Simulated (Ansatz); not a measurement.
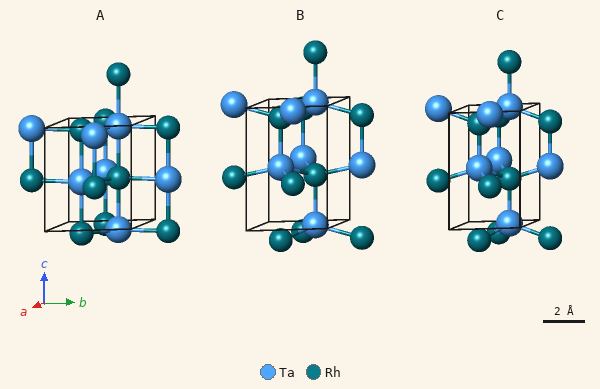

3 geometries from one relaxation of solid TaRh (built on the wurtzite_186 type) (coarse preliminary run), in shuffled order. The picture is a ball-and-stick view of the cell of the calculation, seen slightly off an axis.

Case: wurtzite type (P6_3mc, No. 186).

All numbers below come from Ansatz, DFT PBE, scalar-relativistic, plane waves, PAW. (plane-wave cutoff 420 eV; k-point mesh 6 × 6 × 4; occupations gaussian; smearing width 0.1 eV; no spin polarisation; cell and atoms relaxed; force threshold 0.04 eV/Å; at most 70 steps)

Put them in the order of the run, from the start to the converged end.

Answer. C, B, A. They are steps 0, 3, 13, at +2026 meV per atom, +300 meV per atom relative to the last. After 10 accepted moves (13 points after the start) the energy has fallen by 2026 meV per atom. Largest force component: 0.32 eV/Å at the start, under 0.0001 eV/Å at the end. Pressure: 104.44 GPa at the start and 0.04 GPa at the end. The line search rejected the trial step at point 7 of the run. The SCF was repeated twice at an unchanged geometry on a basis and grid sized afresh for the cell, which shifted the energy by 49.5 meV per atom at most. The largest moves relative to the cell, 0.30 Å, are those of Ta and Rh atoms. Largest moves by element: Ta 0.30 Å, Rh 0.30 Å. The volume changes by +32.4 %, with a = b 3.604 → 4.403 Å (+22.2 %), c 5.771 → 5.121 Å (−11.3 %). Among the contacts that change: Rh–Ta 3.566 → 2.561 Å, Rh–Ta 2.205 → 2.561 Å, Rh–Ta 2.189 → 2.542 Å. New bonds form: Rh–Ta (3.57 → 2.56 Å). Among the angles between lasting bonds that change: Ta–Rh–Ta 108.1° → 90.0°, Rh–Ta–Rh 108.1° → 90.0°, Rh–Ta–Rh 110.8° → 120.0°. The space group (tolerance 0.01 Å) goes from P6_3mc (No. 186) to P6_3/mmc (No. 194). Cost: 2.1 min on 1 thread of Arm Neoverse N1, with other jobs on the host, peak memory 0.35 GiB.
